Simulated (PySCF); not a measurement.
CF$_{3}$ (SMILES F[C](F)F) (doublet)

Input

```
{"job": {"kind": "epr"}, "charge": 0, "multiplicity": 2}
C      0.014644     0.020754     0.290053
F     -1.239163     0.113422    -0.079726
F      0.736927     0.989902    -0.216347
F      0.515365    -1.154325    -0.003833
```

Launched as:

```sh
OMP_NUM_THREADS=1 python cluster_run.py task.json out
```

Geometry: PBE0-D3(BJ)/def2-SVP.

Computed with UKS B3LYP, IGLO-III on C F, non-relativistic, mean-field spin-orbit, GIAO (PySCF 2.14.0, density-fitted response routines).

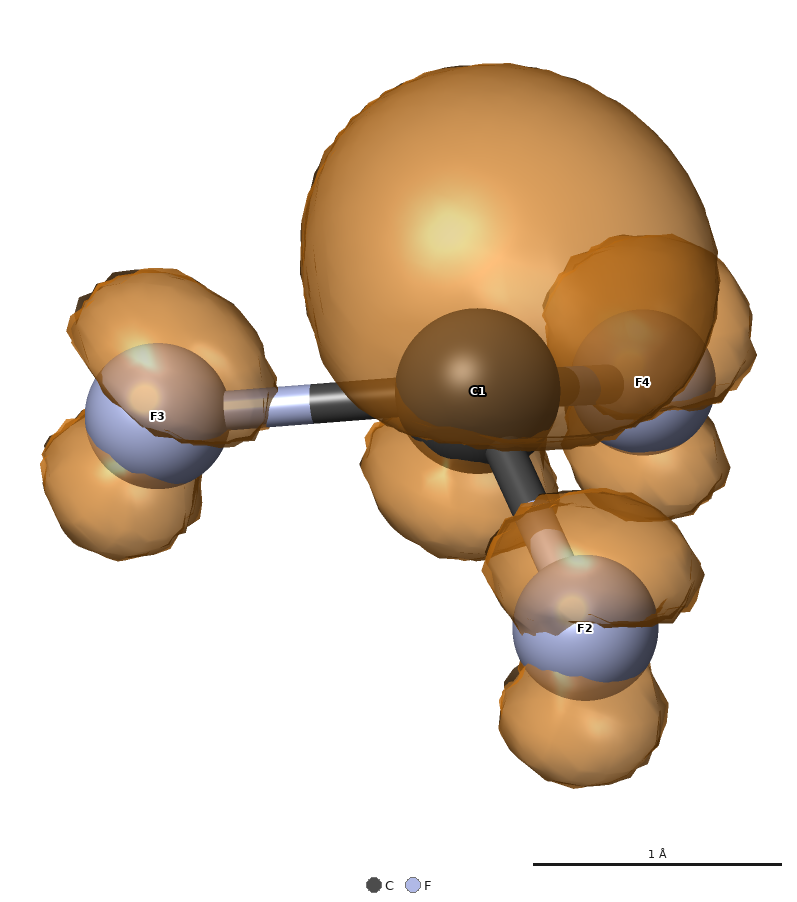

Figure 1. Isosurfaces of the spin density at +0.06 (orange) and −0.06 e/Å³ (purple), seen at an oblique angle.

Where is the unpaired spin?

Answer. The unpaired spin (1 electron) lies mostly on C1 (about 0.7), F2 (about 0.1), F3 (about 0.1) and F4 (about 0.1), in electrons by Hirshfeld's partition. Only one sign reaches the isovalue.

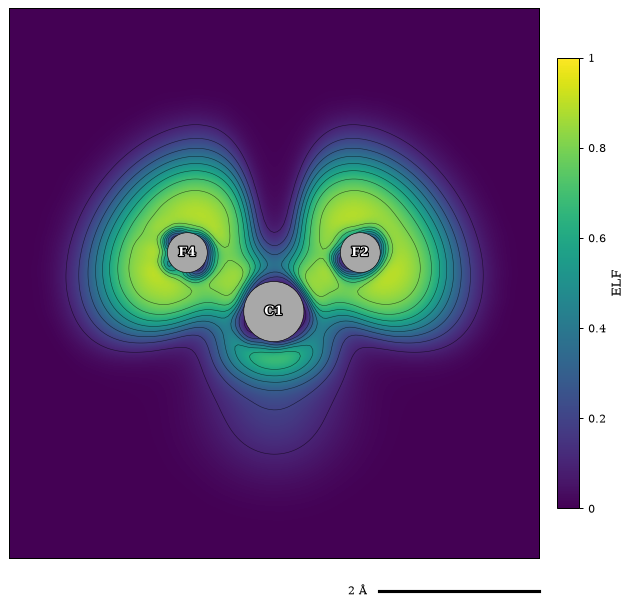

Figure 2. ELF on the plane of atoms F2, C1 and F4. Grey discs cover the atomic cores.

What do the fields say about this system?

Answer.
- The section cuts through C and F sites.
- C–F (1.31 Å): the ELF peaks at about 0.85 between the atoms (a shared but strongly polarised pair).
- The ELF also peaks beside F2 and F4, away from the bonds: non-bonding electrons, paired or unpaired.

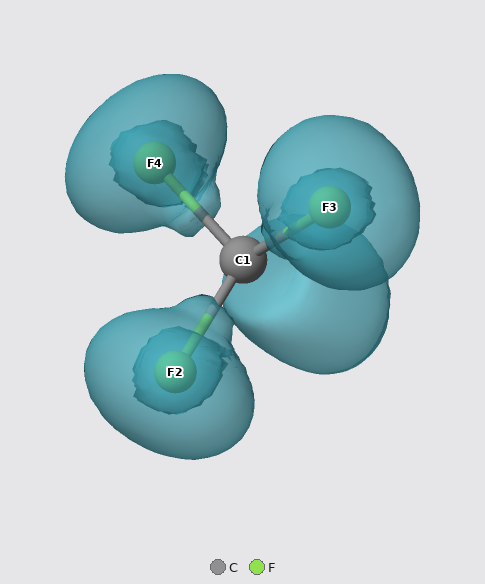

Figure 3. Isosurface of the ELF at 0.75 (cyan), seen at a tilt. Only the valence region is drawn (cores and ρ < 0.01 e/Å³ removed).

What do the ELF domains correspond to?

Answer. The ELF exceeds this value in three regions on F in which the atom's valence shell and bonds are merged and one lobe on C, pointing away from the bonds (non-bonding electrons).
